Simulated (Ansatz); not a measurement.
# K2Mn, from a guessed structure to a relaxed one, part 2 of 2

This structure for K2Mn is made up. Its elements were placed in a known structure type with a cell scaled to their sizes. What cell does the guess relax to, and how far off was it?

Ansatz 0.2.0; DFT, PBEsol, plane-wave PAW, files of the set soft_1, scalar-relativistic, ferromagnetic start, cell and ions relaxed at zero pressure; PAW set soft_1 (the session's first sound run).

So far: Starting point; Relaxation of the guess. The relaxed cell has a = 3.888, c = 17.443 Å (conventional setting).

## Step 3: Electronic structure of the relaxed cell

A second self-consistent run takes a narrower smearing and the mesh shown in its input; the bands follow along the standard path of the relaxed lattice.

This step: DFT, PBEsol, plane-wave PAW, files of the set soft_1, scalar-relativistic, ferromagnetic start, bands and density of states at the relaxed cell; PAW set soft_1 (Ansatz 0.2.0).

input.yaml

```yaml
crystal:
  lattice:
    - [-1.943895922, 1.943895922, 8.7213674799]
    - [1.943895922, -1.943895922, 8.7213674799]
    - [1.943895922, 1.943895922, -8.7213674799]
  atoms:
    - { symbol: Mn, position: [0.0, 0.0, 0.0], spin: 4.5 }
    - { symbol: K, position: [0.3629147835, 0.3629147835, 0.0] }
    - { symbol: K, position: [0.6370852165, 0.6370852165, 0.0] }
magnetization:
  spin_polarized: true
kpoints:
  mp_grid: { grid: [12, 12, 12] }
  band_path:
    path:
      - [[0.0, 0.0, 0.0], [0.0, 0.0, 0.5], [-0.02483973, 0.02483973, 0.5], [-0.26241986, 0.26241986, 0.26241986], [0.0, 0.0, 0.0], [0.5, 0.5, -0.5], [0.26241986, 0.73758014, -0.26241986], [0.0, 0.5, 0.0], [0.25, 0.25, 0.25], [0.5, 0.5, -0.02483973], [0.5, 0.5, -0.5]]
      - [[0.0, 0.0, 0.5], [0.25, 0.25, 0.25]]
    npoints: 7
scf:
  occupations: { method: fermi_dirac, width: 0.03 }
  n_extra_bands: 10
hamiltonian:
  xc: pbesol
  pseudopotentials: { kind: paw, azcp: { folder: soft_1 }, xc_functional: pbe }
output:
  forces: true
  stress: true
  write_bands: true
  dos: { projected: true }
  write_density: true
  write_potential: true
  elf: true
  volumetric_format: npy
```

Run with:

```console
ansatz run input.yaml --threads 4 --pin off --max-ram 8192MiB --backend cpu --events-out ev --progress --plain --runs-dir out
```

Numbers of over 12 decimals in the logs are rounded to 6 here.

Output:

```text
[...]
Crystal: 3 atoms, lattice volume = 131.823 Å³
Basis set: ecut = 420 eV, 2593 PW (Γ), FFT grids on a1−a2, a2, a1+a3, exchange–correlation on 80×128×54 points (8 copies of the dense FFT grid, shifted against one another)
Bands: 27, of which v1, the nominal top of the filled ones, is band 17 counted from 1 (16 counted from 0)
Symmetry: 16 space group operations
[...]
k-points: 163 of 1728
[...]
Starting moments: Σ|m| = 4.5 μB on 1 of 3 sites
[...]
SCF iter  12: F=-6897.964247 eV  HF=-6897.964247 eV  |F-HF|=2.96e-9  |Δ(HF+E_count)|=  8.52e-10  Δρ=7.68e-7 (↑6.85e-7 ↓7.68e-7)  dr2=3.40e-9  dr2_m=5.07e-11  M=4.504 μB ∫|m|=4.759 μB  ethr=3.22e-11  ⟨swp⟩=4.8  Hψ=34525  notcnv=0
SCF 1 converged in 12 iterations: F = -6897.964247 eV  dr2 = 3.40e-9
[...]
NSCF: frozen V_eff on 79 k-points
SCF converged after 12 iterations
an eigenvalue changed by more than its tolerance at an iteration that met the thresholds in force, so the SCF went on 1 time: the last check found none over its tolerance
Magnetization: 4.5045 μB (18.7522 up, 14.2478 down)
Absolute magnetization: 4.7587 μB (∫|ρ↑−ρ↓|, with the PAW one-centre terms)
[...]
Per-site moments (μB) at R_I (Å): [(4.566400, 1.502940), (-0.022287, 1.502940), (-0.022287, 1.502940)]
Free energy (F): -6897.964247 eV
[...]
Internal energy: -6897.953047 eV  (E = F + TS)
E sigma→0 (E₀):  -6897.958647 eV
Entropy (-TS):   -0.011200 eV (-3.733 meV/atom)
Fermi energy:    3.832883 eV
[...]
--- Forces (eV/Å), atoms counted from 1 ---
  atom   1  Mn     0.00000000     0.00000000     0.00000000
  atom   2  K     -0.00000000    -0.00000000     0.00098857
  atom   3  K     -0.00000000    -0.00000000    -0.00098857
  max |Σ_I F_I| component: 4.34e-18 eV/Å
--- Stress (GPa, compression-positive) ---
        0.046332       0.000000      -0.000000
        0.000000       0.046332       0.000000
        0.000000      -0.000000       0.004342
  P = ⅓ Tr σ = 0.0323 GPa (0.323 kbar)
--- Band table (eV; the first three rows and the last of 326) ---
  k-point 0 ↑: bands = [... 13 lower, 0.3753, 0.4969, 0.6390, 0.6390, 0.8310, 2.8611, 3.0327, 7.2189, ... 6 higher]
  k-point 1 ↑: bands = [... 13 lower, 0.3997, 0.5146, 0.6200, 0.6277, 0.8139, 3.0427, 3.1384, 7.2162, ... 6 higher]
  k-point 2 ↑: bands = [... 13 lower, 0.4716, 0.5575, 0.5780, 0.5971, 0.7723, 3.4616, 3.5370, 6.5964, ... 6 higher]
  k-point 162 ↓: bands = [... 13 lower, 1.9034, 3.6968, 3.9974, 4.5915, 4.5915, 4.7491, 5.1552, 5.9160, ... 6 higher]
```

The job ended after 41 s (4 threads of Arm Neoverse V1, shared host; peak memory 1 GiB).

The column dr2 measures how far the density is from self-consistency, as an energy; F and HF (Harris–Foulkes) agree once it is small.

This step gave:

```yaml
free_energy: -6897.9642 eV
energy_at_zero_smearing: -6897.9586 eV
smearing_term_ts: 0.01120 eV
fermi_energy: 3.833 eV
magnetization: 4.504 μB
absolute_magnetization: 4.759 μB
site_moments: 4.566, -0.02229, -0.02229 μB
pressure: 0.03234 GPa
```

From bands.tsv, the bands that come nearest the Fermi level along the path, at its corners, in eV from the Fermi level:

| point | band_17_up | band_18_up | band_19_up | band_12_dn | band_13_dn | band_14_dn | band_15_dn | band_16_dn |
| --- | --- | --- | --- | --- | --- | --- | --- | --- |
| Γ | -3.00 | -0.97 | -0.80 | -3.49 | -0.95 | -0.87 | 0.17 | 0.43 |
| X | -0.44 | 0.68 | 0.69 | -0.32 | -0.12 | 0.29 | 0.29 | 1.13 |
| Y | -0.51 | 0.70 | 0.73 | -0.33 | -0.13 | 0.29 | 0.29 | 1.06 |
| S | -1.90 | -0.66 | 0.46 | -1.54 | -0.44 | -0.09 | 0.31 | 0.64 |
| Γ | -3.00 | -0.97 | -0.80 | -3.49 | -0.95 | -0.87 | 0.17 | 0.43 |
| Z | -3.00 | -1.93 | 1.09 | -3.33 | -1.93 | -0.14 | 0.16 | 0.76 |
| S1 | -1.90 | -0.66 | 0.46 | -1.54 | -0.44 | -0.09 | 0.31 | 0.64 |
| N | -1.86 | -0.73 | 0.75 | -1.51 | -0.48 | -0.04 | 0.31 | 0.64 |
| P | -0.44 | 0.69 | 0.69 | -0.31 | -0.13 | 0.29 | 0.29 | 1.13 |
| Y1 | -0.51 | 0.70 | 0.73 | -0.33 | -0.13 | 0.29 | 0.29 | 1.06 |
| Z | -3.00 | -1.93 | 1.09 | -3.33 | -1.93 | -0.14 | 0.16 | 0.76 |
| X | -0.44 | 0.68 | 0.69 | -0.32 | -0.12 | 0.29 | 0.29 | 1.13 |
| P | -0.44 | 0.69 | 0.69 | -0.31 | -0.13 | 0.29 | 0.29 | 1.13 |

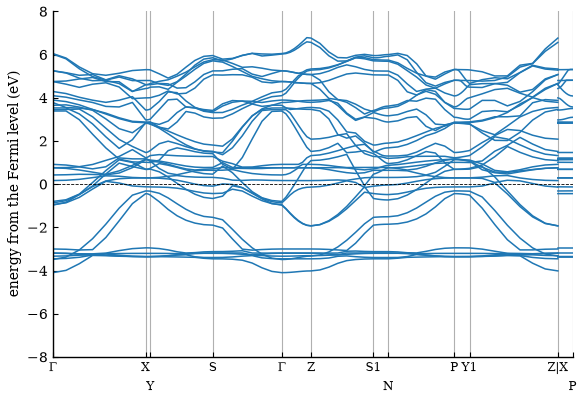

Bands along the path. 24 bands lie wholly below the window drawn.

Site moment by atom:

```tsv
atom	site moment (μB)
Mn1	4.57
K2	-0.02
K3	-0.02
```

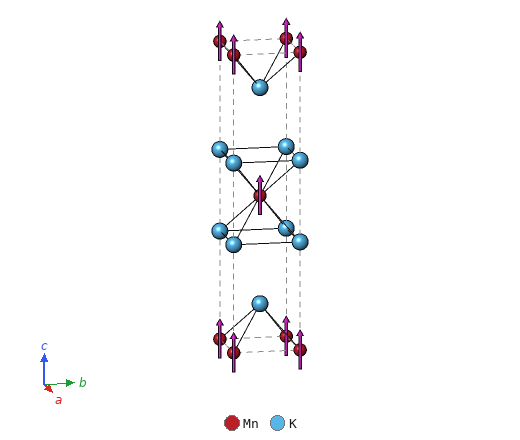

Site moment as arrows, the longest 4.57 μB. Up and down stand for the sign. Arrows give size and sign along the axis of quantisation, drawn up and down the page. Some periodic images of atoms are drawn too.

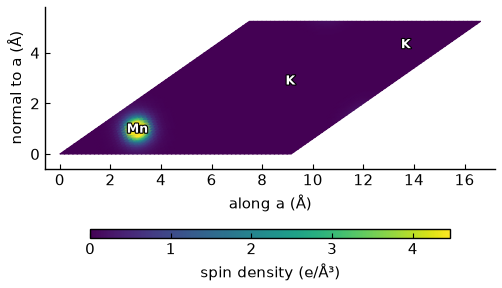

Spin density in the ab plane of the cell as run, not the conventional one, at fractional z = 0.000, with atoms of Mn and K within 0.2 Å of it. The map starts off the cell's origin, so that atoms lie inside it.

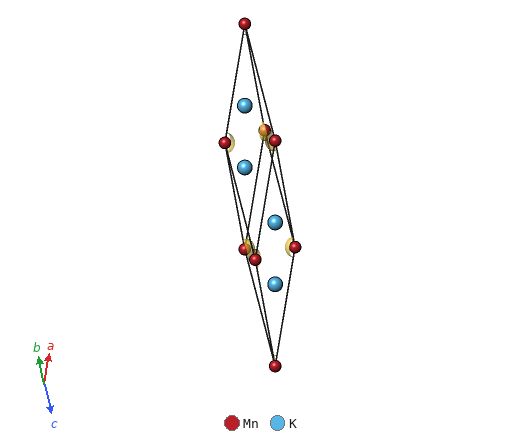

Surface of spin density = 0.45 e/Å³, which holds about 70 % of the integral of its size. Drawn on the cell as run, not the conventional one.

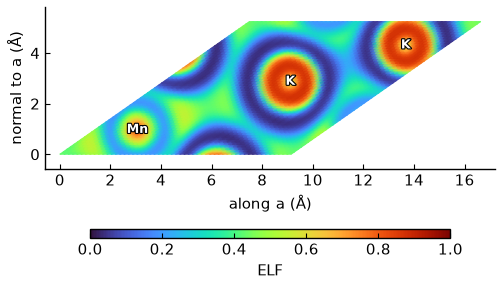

ELF in the ab plane of the cell as run, not the conventional one, at fractional z = 0.000, with atoms of Mn and K within 0.2 Å of it. It is the smooth field of the valence electrons, not physical close to the nuclei. The map starts off the cell's origin, so that atoms lie inside it.

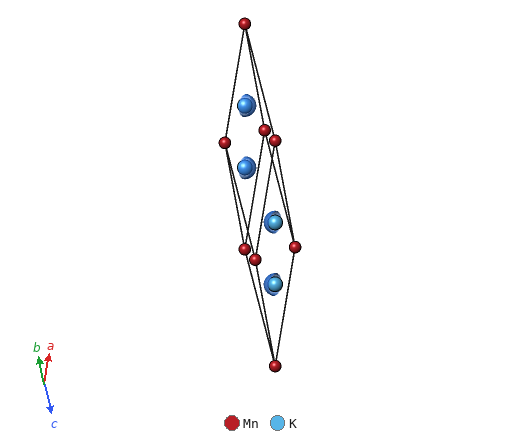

Surface of ELF = 0.8. Drawn on the cell as run, not the conventional one.

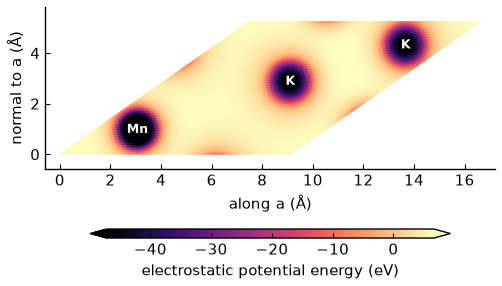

Electrostatic potential energy in the ab plane of the cell as run, not the conventional one, at fractional z = 0.000, with atoms of Mn and K within 0.2 Å of it. With pseudopotentials it is smooth inside the atoms' cores, unlike the true potential. The map starts off the cell's origin, so that atoms lie inside it.

## Step 4: Outcome

- space group, relaxed: I4/mmm
- conventional cell: a = 3.888, b = 3.888, c = 17.443 Å; α = 90.0°, β = 90.0°, γ = 90.0°
- volume per atom: 43.94 Å³ (guess 45.47)
- total moment: 4.49 μB in the cell of 3 atoms

What this shows: K2Mn relaxes to I4/mmm with a = 3.888, b = 3.888 and c = 17.443 Å. The guessed volume was 3 % too large. The space group I4/mmm was held in the relaxation, so the end point is a stationary structure within it and may be a saddle against distortions or other arrangements. The input starts from parallel moments, and no other start was typed. Bands cross the Fermi level, so it is a metal or semimetal at this level. On the 12×12×12 mesh with the narrower smearing (relaxed on 8×8×8) the largest force component is 0.001 eV/Å and the largest stress component is 0.046 GPa, within the relaxation's thresholds of 0.015 eV/Å and 0.05 GPa. The cutoff wasn't tested. A vector of the cell changed its length by 32 %, so the starting arrangement is largely lost and the mesh was laid for another shape. No dispersion term is used, so weakly bound directions may come out too long. Nothing here tests whether the compound is stable against decomposition.

[Logs are printed without paths, hosts, clocks, repeated set-up lines and the standing remarks that a program may print on its own settings, such as how far it seeks lower states.]

[Hosts, paths, dates, database ids (printed as entryN), source tags and the programs' standing remarks are cut or masked in the printed files.]
